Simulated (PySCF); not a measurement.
Si(Br)3(OH), SMILES O[Si](Br)(Br)Br (HBr₃OSi) at its PBE0/def2-SVP optimised geometry (Å):

```
6

O      0.9047    -0.6250     0.0000
Si    -0.7352    -0.6250     0.0000
Br    -1.5266    -1.6520     1.7904
Br    -1.3513     1.4791     0.0000
Br    -1.5255    -1.6535    -1.7899
H      1.3513    -1.4791     0.0003
```

Computed with PBE0/def2-TZVP (PySCF).

Map of the electron localisation function on the plane z = 0.6 Å:

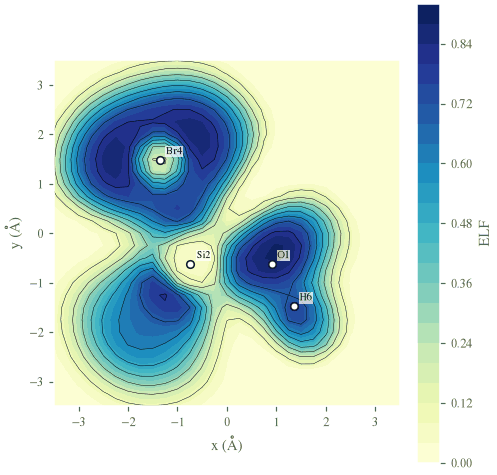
Figure. Electron localisation function on the plane z = 0.6 Å.
